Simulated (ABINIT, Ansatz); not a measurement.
# Quasiparticle gap of Cl (Cmce) in ABINIT

How does a plane-wave GW calculation on Cl (Cmce) run from the first input to the gap?

Program: ABINIT 10.8.3. Level of theory: PBE and many-body steps on it, plane waves. Results are calculated unless marked as measured.

### Step 1. Set-up

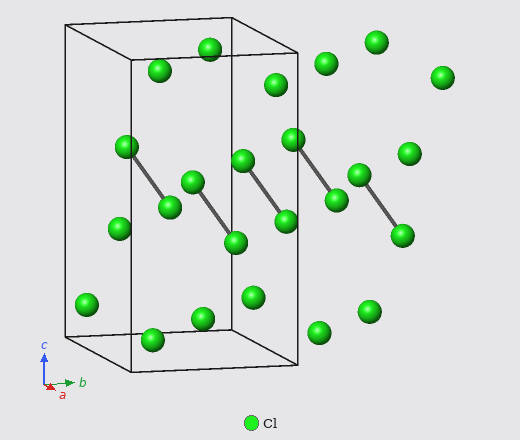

The starting structure, seen slightly off an axis (chlorine green). 1×2×1 cells are drawn. This picture shows the conventional cell, with its axes. Bonds to atoms that aren't drawn are left out. Some periodic images of atoms are drawn too.

The cell and positions come from the Crystallography Open Database and are kept as given unless a step says otherwise.

### Step 2. Ground state

This step: ABINIT 10.8.3; DFT, PBE, plane waves, norm-conserving pseudopotentials.

The ground-state density comes first.

run.abi

```
acell 3*1.0 Angstrom
rprim 
  3.145000000000 -2.250000000000 0.000000000000
  3.145000000000 2.250000000000 0.000000000000
  0.000000000000 0.000000000000 8.210000000000
ntypat 1
znucl 17
natom 4
typat 1 1 1 1
xred 
  0.870000000000 0.130000000000 0.100000000000
  0.630000000000 0.370000000000 0.600000000000
  0.130000000000 0.870000000000 0.900000000000
  0.370000000000 0.630000000000 0.400000000000
pp_dirpath "pseudos"
pseudos "Cl.upf"
ecut 25
ngkpt 6 6 4
nshiftk 1
shiftk 0 0 0
kptopt 1
chksymbreak 0
nband 20
occopt 1
tolvrs 1e-10
nstep 60
prtwf 0
indata_prefix "in"
outdata_prefix "out"
tmpdata_prefix "tmp"
```

Started as:

```
$ OMP_NUM_THREADS=1 mpirun -n 4 abinit run.abi > log
```

Numbers of over 12 decimals in the logs are rounded to 6 here.

Output:

```text
.Version 10.8.3 of ABINIT. v10.8.2 released Aug 2026.

 Symmetries : space group Cm c a (# 64); Bravais oC (1-face-center ortho.)
================================================================================
 Values of the parameters that define the memory need of the present run
     intxc =       0    ionmov =       0      iscf =       7    lmnmax =       6
     lnmax =       6     mgfft =      72  mpssoang =       3    mqgrid =    3493
     natom =       4  nloc_mem =       1    nspden =       1   nspinor =       1
    nsppol =       1      nsym =       8    n1xccc =    2501    ntypat =       1
    occopt =       1   xclevel =       2
-    mband =          20        mffmem =           1         mkmem =          10
       mpw =        4710          nfft =       93312          nkpt =          39
================================================================================
  Rough estimation (10% accuracy) of disk space for files :
================================================================================

--------------------------------------------------------------------------------
------------- Echo of variables that govern the present computation ------------
--------------------------------------------------------------------------------
 -outvars: echo values of preprocessed input variables --------
            acell      1.8897261259E+00  1.8897261259E+00  1.8897261259E+00 Bohr

      chksymbreak           0
             ecut      2.50000000E+01 Hartree
-          fftalg         312

              ixc     -101130
              kpt      0.00000000E+00  0.00000000E+00  0.00000000E+00
                       1.66666667E-01  0.00000000E+00  0.00000000E+00
                       3.33333333E-01  0.00000000E+00  0.00000000E+00
                       5.00000000E-01  0.00000000E+00  0.00000000E+00
                       1.66666667E-01  1.66666667E-01  0.00000000E+00
                       3.33333333E-01  1.66666667E-01  0.00000000E+00
                       5.00000000E-01  1.66666667E-01  0.00000000E+00
                      -3.33333333E-01  1.66666667E-01  0.00000000E+00
                      -1.66666667E-01  1.66666667E-01  0.00000000E+00
   [... 28 further rows ...]
                      -3.33333333E-01  3.33333333E-01  5.00000000E-01
                       5.00000000E-01  5.00000000E-01  5.00000000E-01
         kptrlatt        6    0    0      0    6    0      0    0    4
          kptrlen      4.38451851E+01
P           mkmem          10
            natom           4
            nband          20
            ngfft          36      36      72
             nkpt          39
            nstep          60
             nsym           8
           ntypat           1
              occ      2.000000  2.000000  2.000000  2.000000  2.000000  2.000000
                       2.000000  2.000000  2.000000  2.000000  2.000000  2.000000
                       2.000000  2.000000  0.000000  0.000000  0.000000  0.000000
                       0.000000  0.000000
            prtwf           0
            rprim      3.1450000000E+00 -2.2500000000E+00  0.0000000000E+00
[...]
spgroup          64

           tolvrs      1.00000000E-10

             xred      8.7000000000E-01  1.3000000000E-01  1.0000000000E-01
[...]
znucl       17.00000

================================================================================

 chkinp: Checking input parameters for consistency.

================================================================================
== DATASET  1 ==================================================================
-   mpi_nproc: 4, omp_nthreads: 1 (-1 if OMP is not activated)

--- !DatasetInfo
iteration_state: {dtset: 1, }
dimensions: {natom: 4, nkpt: 39, mband: 20, nsppol: 1, nspinor: 1, nspden: 1, mpw: 4710, }
cutoff_energies: {ecut:  25.0, pawecutdg:  -1.0, }
electrons: {nelect:   2.80000000E+01, charge:   0.00000000E+00, occopt:   1.00000000E+00, tsmear:   1.00000000E-02, }

 Real(R)+Recip(G) space primitive vectors, cartesian coordinates (Bohr,Bohr^-1):
 R(1)=  5.9431887 -4.2518838  0.0000000  G(1)=  0.0841299 -0.1175949  0.0000000
 R(2)=  5.9431887  4.2518838  0.0000000  G(2)=  0.0841299  0.1175949  0.0000000
 R(3)=  0.0000000  0.0000000 15.5146515  G(3)=  0.0000000  0.0000000  0.0644552
 Unit cell volume ucvol=  7.8410265E+02 bohr^3
 Angles (23,13,12)=  9.00000000E+01  9.00000000E+01  7.11614758E+01 degrees

 getcut: wavevector=  0.0000  0.0000  0.0000  ngfft=  36  36  72
         ecut(hartree)=     25.000   => boxcut(ratio)=   2.06184

--- Pseudopotential description ------------------------------------------------
- Cl Generated using ONCVPSP code by D. R. Hamann
- 17.00000   7.00000  171031                  znucl, zion, pspdat
12 -101130 2 -1 1028                          pspcod,pspxc,lmax,lloc,mmax
     nproj     2     2     2
  pspatm : epsatm=    9.12776517
         --- l  ekb(1:nproj) -->
[...]
pspatm: atomic psp has been read  and splines computed

   1.02230970E+03                                ecore*ucvol(ha*bohr**3)
--------------------------------------------------------------------------------

_setup2: Arith. and geom. avg. npw (full set) are    4682.410    4682.398

================================================================================

--- !BeginCycle
iteration_state: {dtset: 1, }
solver: {iscf: 7, nstep: 60, nline: 4, wfoptalg: 0, }
tolerances: {tolvrs: 1.00E-10, }

     iter   Etot(hartree)      deltaE(h)  residm     vres2
 ETOT  1  -65.563016520983    -6.556E+01 3.387E-02 2.238E+01
 ETOT  2  -65.589223611204    -2.621E-02 7.050E-03 1.956E+00
 ETOT  3  -65.589587263899    -3.637E-04 4.864E-03 1.545E-01
 ETOT  4  -65.589621889147    -3.463E-05 2.148E-03 4.225E-02
 ETOT  5  -65.589627101151    -5.212E-06 9.614E-04 1.292E-03
 ETOT  6  -65.589627199638    -9.849E-08 2.168E-03 7.950E-05
 ETOT  7  -65.589627205584    -5.946E-09 6.894E-04 1.991E-06
 ETOT  8  -65.589627205738    -1.538E-10 6.133E-04 2.591E-07
 ETOT  9  -65.589627205778    -4.019E-11 3.831E-04 4.428E-09
 ETOT 10  -65.589627205780    -1.918E-12 2.141E-04 2.506E-10
 ETOT 11  -65.589627205780     4.832E-13 1.255E-04 5.578E-12

 At SCF step   11       vres2   =  5.58E-12 < tolvrs=  1.00E-10 =>converged.

 Cartesian components of stress tensor (hartree/bohr^3)
  sigma(1 1)= -3.77370841E-05  sigma(3 2)=  0.00000000E+00
  sigma(2 2)= -9.03805549E-06  sigma(3 1)=  0.00000000E+00
  sigma(3 3)= -2.47279903E-06  sigma(2 1)=  0.00000000E+00

--- !ResultsGS
iteration_state: {dtset: 1, }
comment   : Summary of ground state results
lattice_vectors:
- [  5.9431887,  -4.2518838,   0.0000000, ]
- [  5.9431887,   4.2518838,   0.0000000, ]
- [  0.0000000,   0.0000000,  15.5146515, ]
lattice_lengths: [   7.30753,    7.30753,   15.51465, ]
lattice_angles: [ 90.000,  90.000,  71.161, ] # degrees, (23, 13, 12)
lattice_volume:   7.8410265E+02
convergence: {deltae:  4.832E-13, res2:  5.578E-12, residm:  1.255E-04, diffor: null, }
etotal    :  -6.55896272E+01
entropy   :   0.00000000E+00
fermie    :  -3.02756789E-02
cartesian_stress_tensor: # hartree/bohr^3
- [ -3.77370841E-05,   0.00000000E+00,   0.00000000E+00, ]
- [  0.00000000E+00,  -9.03805549E-06,   0.00000000E+00, ]
- [  0.00000000E+00,   0.00000000E+00,  -2.47279903E-06, ]
pressure_GPa:   4.8297E-01
xred      :
- [  8.7000E-01,   1.3000E-01,   1.0000E-01, Cl]
- [  6.3000E-01,   3.7000E-01,   6.0000E-01, Cl]
- [  1.3000E-01,   8.7000E-01,   9.0000E-01, Cl]
- [  3.7000E-01,   6.3000E-01,   4.0000E-01, Cl]
cartesian_forces: # hartree/bohr
- [  1.80954289E-20,  -1.24535578E-03,   1.35641899E-03, ]
- [  7.26002175E-20,   1.24535578E-03,   1.35641899E-03, ]
- [ -3.70858073E-22,   1.24535578E-03,  -1.35641899E-03, ]
- [ -9.03247883E-20,  -1.24535578E-03,  -1.35641899E-03, ]
force_length_stats: {min:   1.84140802E-03, max:   1.84140802E-03, mean:   1.84140802E-03, }

 Integrated electronic density in atomic spheres:
 ------------------------------------------------
 Atom  Sphere_radius  Integrated_density
[...]
4        2.00000          4.99274342
================================================================================

 ----iterations are completed or convergence reached----

 Mean square residual over all n,k,spin=   23.421E-08; max=  12.545E-05
 reduced coordinates (array xred) for    4 atoms
       0.870000000000      0.130000000000      0.100000000000
       0.630000000000      0.370000000000      0.600000000000
       0.130000000000      0.870000000000      0.900000000000
       0.370000000000      0.630000000000      0.400000000000
 rms dE/dt=  1.2896E-02; max dE/dt=  2.1044E-02; dE/dt below (all hartree)
    1      -0.005295108056      0.005295108056     -0.021044367884
    2       0.005295108056     -0.005295108056     -0.021044367884
    3       0.005295108056     -0.005295108056      0.021044367884
    4      -0.005295108056      0.005295108056      0.021044367884

 cartesian coordinates (angstrom) at end:
    1      3.145000    -1.665000     0.821000
    2      3.145000    -0.585000     4.926000
    3      3.145000     1.665000     7.389000
    4      3.145000     0.585000     3.284000

 cartesian forces (hartree/bohr) at end:
    1      0.000000    -0.00124536     0.00135642
    2      0.000000     0.00124536     0.00135642
    3     -0.000000     0.00124536    -0.00135642
    4     -0.000000    -0.00124536    -0.00135642
 frms,max,avg= 1.0631374E-03 1.3564190E-03   0.000E+00  0.000E+00  0.000E+00 h/b

 cartesian forces (eV/Angstrom) at end:
    1      0.000000    -0.064039     0.069750
    2      0.000000     0.064039     0.069750
    3     -0.000000     0.064039    -0.069750
    4     -0.000000    -0.064039    -0.069750
 frms,max,avg= 5.4668724E-02 6.9749869E-02   0.000E+00  0.000E+00  0.000E+00 e/A
 length scales=  1.889726125908  1.889726125908  1.889726125908 bohr
              =  1.000000000000  1.000000000000  1.000000000000 angstroms
 prteigrs : about to open file out_EIG
 Fermi (or HOMO) energy (hartree) =  -0.03028   Average Vxc (hartree)=  -0.28844
 Eigenvalues (hartree) for nkpt=  39  k points:
 kpt#   1, nband= 20, wtk=  0.00694, kpt=  0.0000  0.0000  0.0000 (reduced coord)
  -0.64091   -0.63353   -0.49406   -0.47435   -0.22600   -0.19657   -0.12661   -0.12203
  -0.10941   -0.10909   -0.05601   -0.04507   -0.03565   -0.03234    0.06046    0.08112
   0.22390    0.24601    0.29106    0.33966
 prteigrs : prtvol=0 or 1, do not print more k-points.

--- !EnergyTerms
iteration_state     : {dtset: 1, }
comment             : Components of total free energy in Hartree
kinetic             :  2.21312281786968E+01
hartree             :  1.26113106288629E+01
xc                  : -1.77898133417971E+01
Ewald energy        : -4.52935173226236E+01
psp_core            :  1.30379574154858E+00
local_psp           : -4.74110710612950E+01
non_local_psp       :  8.85843997082753E+00
total_energy        : -6.55896272057798E+01
total_energy_eV     : -1.78478467962638E+03
band_energy         : -6.75520836384856E+00

 Cartesian components of stress tensor (hartree/bohr^3)
  sigma(1 1)= -3.77370841E-05  sigma(3 2)=  0.00000000E+00
  sigma(2 2)= -9.03805549E-06  sigma(3 1)=  0.00000000E+00
  sigma(3 3)= -2.47279903E-06  sigma(2 1)=  0.00000000E+00

-Cartesian components of stress tensor (GPa)         [Pressure=  4.8297E-01 GPa]
- sigma(1 1)= -1.11026335E+00  sigma(3 2)=  0.00000000E+00
- sigma(2 2)= -2.65908773E-01  sigma(3 1)=  0.00000000E+00
- sigma(3 3)= -7.27522594E-02  sigma(2 1)=  0.00000000E+00

== END DATASET(S) ==============================================================
================================================================================

 -outvars: echo values of variables after computation  --------
           etotal     -6.5589627206E+01
            nband          20
             nkpt          39
          spgroup          64
 [... the other variables as echoed above ...]

 Calculation completed.
```

Elapsed: 51 s, on 4 MPI ranks of Arm Neoverse N1, shared host; peak memory 0.36 GiB.

Numbers from this step:

```yaml
total_energy: -1784.7847 eV
gap: 2.469 eV
k_of_the_valence_top: 0.5, 0.5, 0
k_of_the_conduction_bottom: 0, 0, 0
least_direct_gap: 2.525 eV
pressure: 0.4830 GPa
```

The gap is indirect, with the least direct gap 0.06 eV higher.

The cutoff was set for levels, not for stress, so the pressure can be off by some GPa.

(Continued in part 2 of 3.)

[Paths, hosts, dates, memory and timing lines, banners, echoed tables and standing remarks are left out of the program output.]

[Logs are printed without paths, hosts, clocks, repeated set-up lines and the standing remarks that a program may print on its own settings, such as how far it seeks lower states.]

[Runs of the session that timed out or met a known fault of the program may be left out.]

[Hosts, paths, dates, database ids (printed as entryN), source tags and the programs' standing remarks are cut or masked in the printed files.]

[G0W0 gaps are taken among the corrected bands and points alone; a level outside them can change the order at an edge.]

[Where Ansatz stands beside ABINIT at settings called matched, ABINIT's density can come from a denser mesh and the files from another edition; pairs whose starting gaps differed by over 0.03 eV were left out, so agreement reads better than it is.]
